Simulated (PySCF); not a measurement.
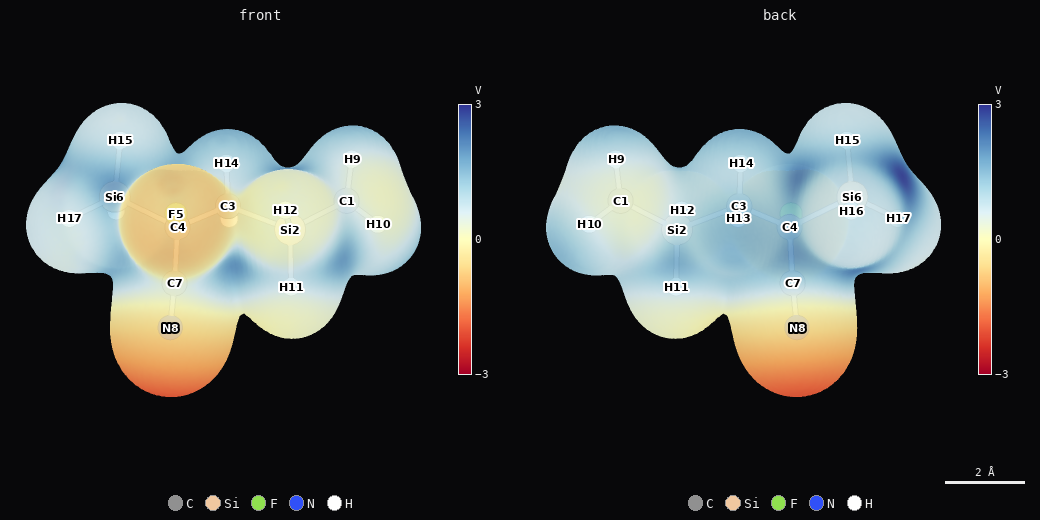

*C4H9FNSi2 (doublet). The electrostatic potential painted on the density surface at 0.004 e/bohr³, seen from the front and from behind; red is negative and blue positive.*

Geometry: GFN2-xTB.

All numbers below come from UKS B3LYP, pcH-1 on C F H N Si, non-relativistic, mean-field spin-orbit, GIAO in PySCF.

```yaml
atoms:
  - { symbol: C, position_ang: [3.2495, -0.0505, 0.0484] }
  - { symbol: Si, position_ang: [1.6629, -0.9337, 0.3437] }
  - { symbol: C, position_ang: [0.2639, 0.3930, 0.2612] }
  - { symbol: C, position_ang: [-1.1210, -0.1965, 0.4837] }
  - { symbol: F, position_ang: [-1.1392, -0.8935, 1.7014] }
  - { symbol: Si, position_ang: [-2.5064, 1.1626, 0.6214] }
  - { symbol: C, position_ang: [-1.4758, -1.1023, -0.5733] }
  - { symbol: N, position_ang: [-1.8020, -1.7716, -1.4429] }
  - { symbol: H, position_ang: [3.5898, 0.7614, 0.6672] }
  - { symbol: H, position_ang: [3.9247, -0.3242, -0.7412] }
  - { symbol: H, position_ang: [1.4009, -1.9307, -0.6950] }
  - { symbol: H, position_ang: [1.5959, -1.5214, 1.6871] }
  - { symbol: H, position_ang: [0.2675, 0.8892, -0.7094] }
  - { symbol: H, position_ang: [0.4420, 1.1576, 1.0186] }
  - { symbol: H, position_ang: [-2.0927, 2.0029, 1.7423] }
  - { symbol: H, position_ang: [-2.4952, 1.8838, -0.6490] }
  - { symbol: H, position_ang: [-3.7719, 0.4858, 0.8754] }
```

Q: Describe the electrostatic potential map.

A: The most negative region (about −1.9 V) lies over N8, the most positive (about +2.5 V) over Si6. N8 is the likeliest acceptor of a hydrogen bond.
